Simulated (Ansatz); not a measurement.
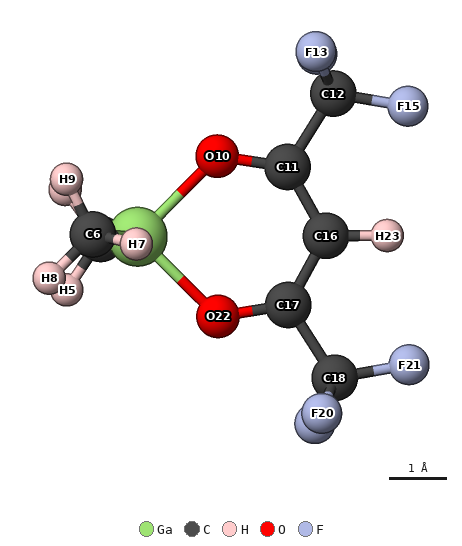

Figure 1. The structure as given in the input (ball-and-stick view, seen on its broad side; atoms are numbered from 1 in the order of the input). Sticks mark near contacts.

## C$_{7}$H$_{7}$F$_{6}$GaO$_{2}$: one change and its effect

System: C$_{7}$H$_{7}$F$_{6}$GaO$_{2}$ (GaMe2(hfac)), multiplicity 3.
Method of run 1: UKS PBE-D4/def2-TZVP (Ansatz 0.2.0).

The geometry comes from this level: PBE-D4/def2-SVP. Text and figures count atoms from 1; the logs count them from 0 in places.

## Input file, run 1
```yaml
crystal:
  periodic: [false, false, false]
  atoms:
    - {symbol: Ga, position_ang: [1.327145, -0.052667, 1.044308]}
    - {symbol: C, position_ang: [0.729274, -0.022808, 2.916494]}
    - {symbol: H, position_ang: [-0.375982, 0.033306, 2.965818]}
    - {symbol: H, position_ang: [1.148387, 0.853401, 3.450241]}
    - {symbol: H, position_ang: [1.057182, -0.938355, 3.448128]}
    - {symbol: C, position_ang: [3.050644, -0.116169, 0.102945]}
    - {symbol: H, position_ang: [2.891872, -0.302677, -0.978046]}
    - {symbol: H, position_ang: [3.698097, -0.920288, 0.507394]}
    - {symbol: H, position_ang: [3.586979, 0.848083, 0.216348]}
    - {symbol: O, position_ang: [0.280460, 1.418826, 0.134298]}
    - {symbol: C, position_ang: [-0.727895, 1.258552, -0.622328]}
    - {symbol: C, position_ang: [-1.326544, 2.588770, -1.130076]}
    - {symbol: F, position_ang: [-0.393098, 3.280657, -1.810026]}
    - {symbol: F, position_ang: [-1.730388, 3.334563, -0.083978]}
    - {symbol: F, position_ang: [-2.385996, 2.396639, -1.944484]}
    - {symbol: C, position_ang: [-1.320329, 0.047584, -1.026120]}
    - {symbol: C, position_ang: [-0.824165, -1.204721, -0.618408]}
    - {symbol: C, position_ang: [-1.513038, -2.485377, -1.139101]}
    - {symbol: F, position_ang: [-1.879696, -3.264158, -0.104597]}
    - {symbol: F, position_ang: [-0.653204, -3.179728, -1.910871]}
    - {symbol: F, position_ang: [-2.612704, -2.212990, -1.874159]}
    - {symbol: O, position_ang: [0.164017, -1.440868, 0.144971]}
    - {symbol: H, position_ang: [-2.191007, 0.080415, -1.688752]}
basis:
  gaussian: {orbitals: def2-TZVP, fitting: {mean_field: def2-universal-jkfit}, initial_orbitals: start.molden}
magnetization: {spin_polarized: true, initial_magnetization: 2}
hamiltonian: {xc: pbe, dispersion: d4}
scf: {omitted_lower_state_checks: [starts]}
output: {orbitals: {seedname: orbitals}}
```

Launched with:
```bash
ansatz run in.yaml --threads 2 --pin off --events-out ev --progress --plain --max-ram 32768MiB --backend cuda --devices 0, --max-vram 18GiB
```

Hardware: 2 CPU threads, shared host.

## Output (run 1)
```
Functional definition: PBE
  parameter kappa = 0.804
  parameter beta = 0.06672455060314922
  exchange = pbe_x(kappa = kappa, mu = beta*pi^2/3)
  correlation = pbe_c(beta = beta)
these checks for a lower state are left out or cut short: starts
1533 factors; integrals over basis functions are off by at most 1.6e0 eV
mean field evaluation 1: about -80120.6155 eV, gradient 1.4e1 eV
mean field evaluation 2: about -80121.0761 eV, gradient 5.4e-1 eV
mean field evaluation 4: about -80121.0835 eV, gradient 1.6e-1 eV
mean field evaluation 8: about -80121.0837 eV, gradient 1.6e-5 eV
mean field -80121.08366332 eV, -2944.3955166059 hartree, gradient 1.6e-5 eV, S^2 2.003589; 0 other end points of the search recorded, 0 dependent functions left out
reference -80121.08371452 eV, -2944.3955184877 hartree; 76, 74 occupied and 479, 481 virtual orbitals, 1533 factors
Total energy: -80121.78384913 eV, -2944.4212479600 hartree
Checks for a lower state left out: starts
```

Run 2 used a changed input.

## The two runs side by side

| quantity | run 1 | run 2 |
| --- | --- | --- |
| outcome | converged | converged |
| total energy (hartree) | −2944.421248 | −2944.514584 |
| HOMO (eV) | −4.01 | −6.53 |
| LUMO (eV) | −6.30 | −3.90 |
| ⟨S²⟩ | 2.004 | – |
| basis functions | 555 | 555 |
| wall time (shared host) | 6 s | 4.6 s |

What was changed in the input?

The change (lines with − go, lines with + come):
```diff
-magnetization: {spin_polarized: true, initial_magnetization: 2}
```

With the same method and basis, run 2 lies 58.6 kcal/mol lower. The HOMO goes from −4.01 to −6.53 eV. The LUMO goes from −6.30 to −3.90 eV.

## Output (run 2)
```
Functional definition: PBE
  parameter kappa = 0.804
  parameter beta = 0.06672455060314922
  exchange = pbe_x(kappa = kappa, mu = beta*pi^2/3)
  correlation = pbe_c(beta = beta)
these checks for a lower state are left out or cut short: starts
1533 factors; integrals over basis functions are off by at most 1.6e0 eV
mean field evaluation 1: about -80123.1867 eV, gradient 2.0e1 eV
mean field evaluation 2: about -80123.6270 eV, gradient 4.7e-1 eV
mean field evaluation 4: about -80123.6235 eV, gradient 1.3e-3 eV
mean field -80123.62345317 eV, -2944.4888521615 hartree, gradient 2.7e-5 eV, S^2 0.000000; 0 other end points of the search recorded, 0 dependent functions left out
reference -80123.62350460 eV, -2944.4888540513 hartree; 75, 75 occupied and 480, 480 virtual orbitals, 1533 factors
Total energy: -80124.32363921 eV, -2944.5145835236 hartree
Checks for a lower state left out: starts
```
